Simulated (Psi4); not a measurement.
# wB97M-V/cc-pVDZ (sweep point 1) run of OH− (hydroxide)

Aim: the vertical electron affinity of OH− (hydroxide) at wB97M-V/cc-pVDZ (sweep point 1), from 2 runs. 

Program for the calculation: Psi4 1.11.

## 1. Starting point

The species is OH− (2 atoms), meant as a singlet with charge -1. As SMILES, `[OH-]`. The shape is that of a PBE0-D4/def2-TZVPD optimisation.

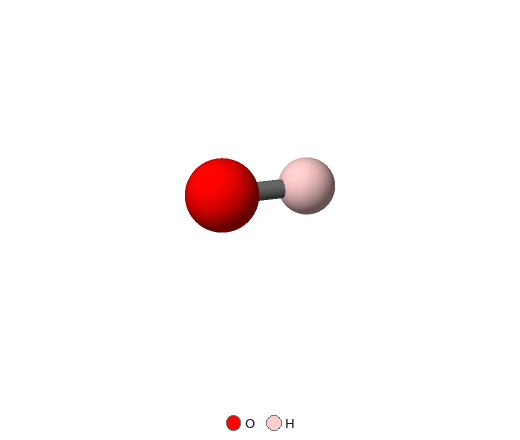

Viewed from a chosen angle; oxygen red, hydrogen pink.

## 2. The energy at wB97M-V/cc-pVDZ (sweep point 1)

ho.in

```
memory 1600 MB

molecule mol {
  -1 1
  O      0.77818922    -0.24906590     0.40156680
  H     -0.77818922     0.24906590    -0.40156680
  units au
  symmetry c1
}

set {
  basis cc-pVDZ
  reference rks
  puream true
  scf_type pk
  dft_radial_points 99
  dft_spherical_points 590
}

result = energy('wb97m-v')
```

Started as:

```bash
psi4 -n 1 ho.in ho.out
```

ho.out:

```text
[...]
  Running in c1 symmetry.
[...]
  Nuclear repulsion =    4.393567041470714
[...]
  Multiplicity = 1
[...]
  Nalpha       = 5
  Nbeta        = 5
[...]
    Number of basis functions: 19
[...]
   @RKS iter   1:   -75.45681170066736   -2.83898e-01   4.13526e-02 DIIS/ADIIS
[...]
   @RKS iter   7:   -75.69254269472071   -4.19904e-08   7.75944e-07 DIIS
[...]
    Orbital Energies [Eh]
    ---------------------
    Doubly Occupied:
       1A    -18.843659     2A     -0.598455     3A     -0.080946
       4A      0.065689     5A      0.065689
[...]
  @RKS Final Energy:   -75.69254269472071
   => Energetics <=
    Nuclear Repulsion Energy =              4.3935670414707140
    One-Electron Energy =                -117.2679961984690635
    Two-Electron Energy =                  43.7585904745772183
    DFT Exchange-Correlation Energy =      -6.6191723514260588
    Empirical Dispersion Energy =           0.0000000000000000
    VV10 Nonlocal Energy =                  0.0424683391264840
    Total Energy =                        -75.6925426947207001
[...]
 Multipole Moments:
 ------------------------------------------------------------------------------------
     Multipole            Electronic (a.u.)      Nuclear  (a.u.)        Total (a.u.)
 ------------------------------------------------------------------------------------
 L = 1.  Multiply by 2.5417464519 to convert [e a0] to [Debye]
 Dipole X            :         -0.0000000            0.0000000           -0.0000000
 Dipole Y            :          0.0000000            0.0000000            0.0000000
 Dipole Z            :          0.4879977           -0.8494811           -0.3614835
 Magnitude           :                                                    0.3614835
[...]
```

Run time: 17 s. Hardware: 1 thread of Intel Xeon Platinum 8259CL at 2.50GHz (Skylake/Cascade Lake), shared host; peak memory 0.38 GiB.

## 3. Doublet [OH]2−, same level

job.dat

```
memory 1.6 GB

molecule m {
  -2 2
  O      0.77818922    -0.24906590     0.40156680
  H     -0.77818922     0.24906590    -0.40156680
  units bohr
  symmetry c1
}

set basis cc-pVDZ
set reference uks
set puream true
set scf_type pk
set dft_radial_points 99
set dft_spherical_points 590
set maxiter 150

e = energy('wb97m-v')
```

Started as:

```bash
psi4 job.dat job.out -n 1
```

job.out:

```text
[...]
  Running in c1 symmetry.
[...]
  Nuclear repulsion =    4.393567041470714
[...]
  Multiplicity = 2
[...]
  Nalpha       = 6
  Nbeta        = 5
[...]
    Number of basis functions: 19
[...]
   @UKS iter   1:   -74.87231774280019    3.00596e-01   4.85679e-02 ADIIS/DIIS
[...]
   @UKS iter   8:   -75.20745343199762   -3.18135e-08   7.78784e-07 DIIS
[...]
   @S^2 Observed:                7.502499580E-01
[...]
    Orbital Energies [Eh]
    ---------------------
    Alpha Occupied:
       1A    -18.512076     2A     -0.277294     3A      0.223592
       4A      0.375661     5A      0.375661     6A      0.509565
    Alpha Virtual:
       7A      1.380701     8A      1.698268     9A      1.755255
      10A      1.755255    11A      2.134633    12A      2.134633
      13A      2.234424    14A      2.910888    15A      3.525778
      16A      3.525778    17A      3.823408    18A      3.823408
      19A      4.478006
    Beta Occupied:
[...]
  @UKS Final Energy:   -75.20745343199762
   => Energetics <=
    Nuclear Repulsion Energy =              4.3935670414707140
    One-Electron Energy =                -119.9705812379363437
    Two-Electron Energy =                  47.0447153534613562
    DFT Exchange-Correlation Energy =      -6.7206809397232004
    Empirical Dispersion Energy =           0.0000000000000000
    VV10 Nonlocal Energy =                  0.0455263507298372
    Total Energy =                        -75.2074534319976209
[...]
 Multipole Moments:
 ------------------------------------------------------------------------------------
     Multipole            Electronic (a.u.)      Nuclear  (a.u.)        Total (a.u.)
 ------------------------------------------------------------------------------------
 L = 1.  Multiply by 2.5417464519 to convert [e a0] to [Debye]
 Dipole X            :          0.0000000            0.0000000            0.0000000
 Dipole Y            :          0.0000000            0.0000000            0.0000000
 Dipole Z            :          2.3446163           -0.8494811            1.4951352
 Magnitude           :                                                    1.4951352
[...]
```

Run time: 17 s. Hardware: 1 thread of Intel Xeon Platinum 8259CL at 2.50GHz (Skylake/Cascade Lake), shared host; peak memory 0.39 GiB.

## 4. Outcome

At wB97M-V/cc-pVDZ (sweep point 1):

```
                                                          quantity         value
                                         singlet OH−: total energy  -75.69254 Eh
                                          singlet OH−: HOMO energy       1.79 eV
                                          singlet OH−: LUMO energy      12.59 eV
singlet OH−: HOMO–LUMO gap (to an unbound level, set by the basis)      10.80 eV
                                      doublet [OH]2−: total energy  -75.20745 Eh
                doublet [OH]2−: HOMO energy (highest over α and β)      13.87 eV
                 doublet [OH]2−: LUMO energy (lowest over α and β)      20.85 eV
                                              doublet [OH]2−: ⟨S²⟩         0.750
               vertical electron affinity (to the doublet dianion)    -13.200 eV
```

In words: The dianion lies 13.20 eV (1274 kJ/mol) above the anion: the electron isn't bound at this level, and such a value depends on the basis. Without diffuse functions anions come out too high. The HOMO (singlet OH−) lies at positive energy, 1.79 eV; only total energies tell whether the electron is bound. The HOMO (doublet [OH]2−) lies at positive energy, 13.87 eV; only total energies tell whether the electron is bound.
